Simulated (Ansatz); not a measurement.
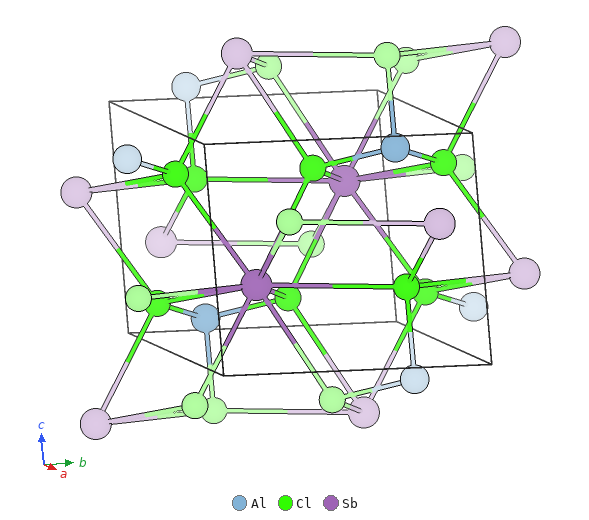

This ball-and-stick model is shown slightly off an axis. One simulation cell is framed, with atoms on its boundary repeated. Neighbours across the faces are drawn wherever a bond reaches them, in fainter colours.

```xyz
10
Lattice="7.7124 0.0000 0.0000 0.0000 6.7015 0.0000 -1.5755 0.0000 5.3737" Properties=species:S:1:pos:R:3 pbc="T T T"
Al    0.8131    1.6754    0.3966
Al    5.3239    5.0262    4.9771
Cl   -0.0965    1.6754    3.6332
Cl    6.2334    5.0262    1.7405
Cl    2.1976    0.0415    1.0092
Cl    3.9394    3.3923    4.3645
Cl    3.9394    6.6600    4.3645
Cl    2.1976    3.3092    1.0092
Sb    4.9295    1.6754    1.7502
Sb    1.2074    5.0262    3.6235
```

Results below were computed with Ansatz 0.2.0, DFT, PAW plane waves, r2SCAN; the settings were a basis cut at 500 eV, a 5×5×6 mesh of k-points, Fermi-Dirac smearing of 0.1 eV, no spin polarisation.

What charge does Bader's analysis assign to each element?

Al +1.67 e; Sb +0.72 e; Cl -0.80 e.

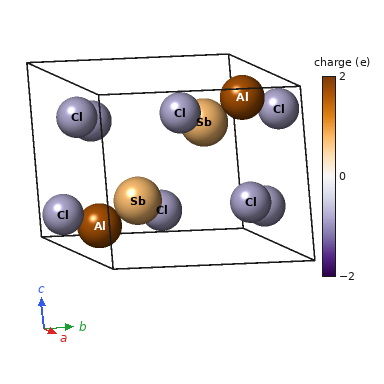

The atoms coloured by those charges.

Where the cell comes from: a generated cell, made by putting these elements into a known structure type (the compound may or may not exist in this form). No relaxation was applied. It was run through Ansatz as a DFT input.

At this level of theory the cell isn't at rest (forces up to 1.5 eV/Å), so its distances can differ from those at equilibrium, the more so the softer the solid.
